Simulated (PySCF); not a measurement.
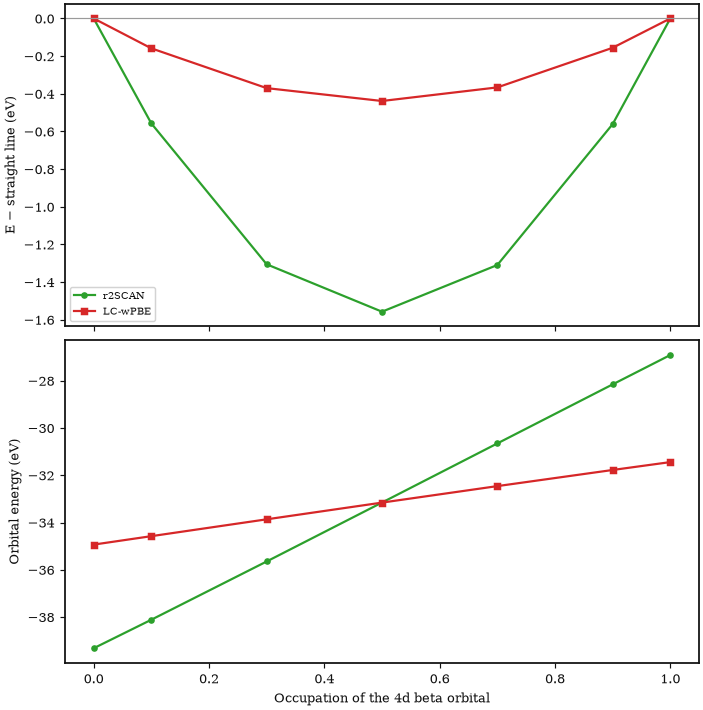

One 4d beta orbital of Pd²⁺ ([Kr] 4d⁸) is emptied in steps. The plot gives the energy less the straight line between the integer ends; the lower panel gives the orbital energy. PySCF, def2-TZVPPD with a 28-electron core potential, unrestricted single determinants, no spin-orbit coupling.

> What do the curves say about each method?

r2SCAN: convex (delocalisation error), largest departure −1.6 eV, removal energy 33.14 eV, orbital energy from −26.9 eV when full to −39.3 eV when empty; LC-wPBE: convex (delocalisation error), largest departure −0.44 eV, removal energy 33.17 eV, orbital energy from −31.4 eV when full to −34.9 eV when empty. The NIST semi-empirical removal energy is 32.93 eV. The exact energy is a straight line between whole electron numbers.
